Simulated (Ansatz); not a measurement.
```json
{"atom": "Si", "x (Å)": "0.2788", "y (Å)": "-0.0032", "z (Å)": "0.0800"}
{"atom": "N", "x (Å)": "0.8010", "y (Å)": "-0.1313", "z (Å)": "1.7638"}
{"atom": "H", "x (Å)": "0.1996", "y (Å)": "-0.1508", "z (Å)": "2.5671"}
{"atom": "H", "x (Å)": "1.7096", "y (Å)": "0.2286", "z (Å)": "1.9915"}
{"atom": "H", "x (Å)": "1.6606", "y (Å)": "0.0527", "z (Å)": "-0.3644"}
{"atom": "H", "x (Å)": "-0.5057", "y (Å)": "1.2006", "z (Å)": "-0.2857"}
{"atom": "H", "x (Å)": "-0.4703", "y (Å)": "-1.1965", "z (Å)": "-0.3664"}
```

Not at a stationary point (largest force 1.7 eV/Å).

Method: RKS BHLYP/def2-SVPD (Ansatz 0.2.0).

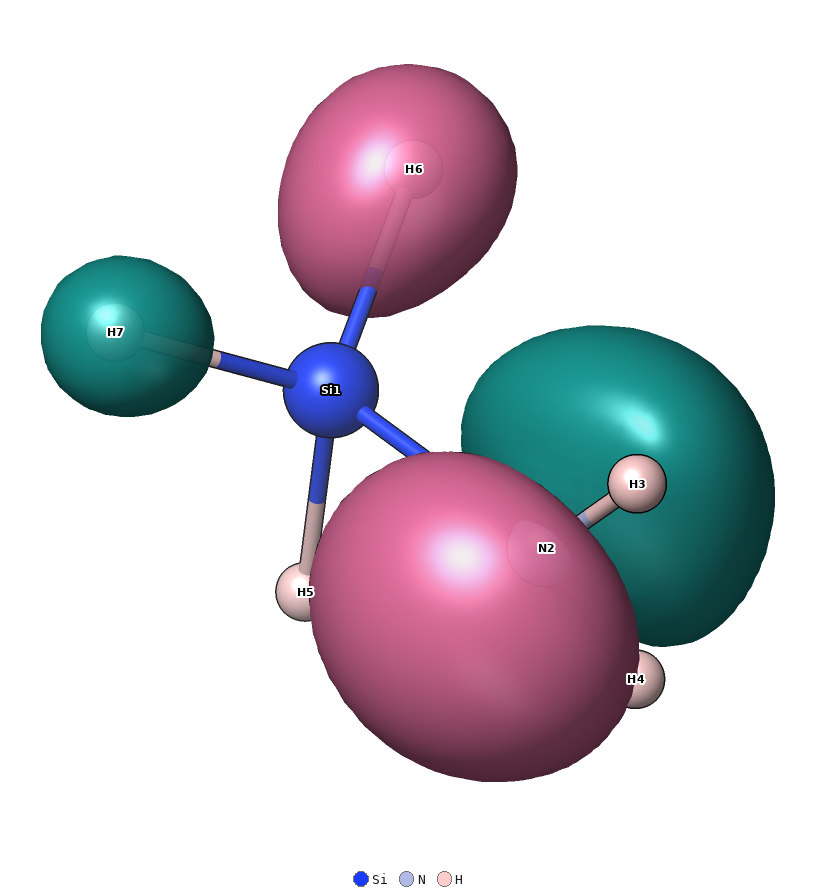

H5NSi. The HOMO at ±0.15 Å⁻³ᐟ² (teal and pink are the two phases), seen at an oblique angle.

Q: What is the character of this orbital?

A: It lies mainly on N2 (about 65 %) and H6 (about 5 %). Its energy is −8.55 eV.
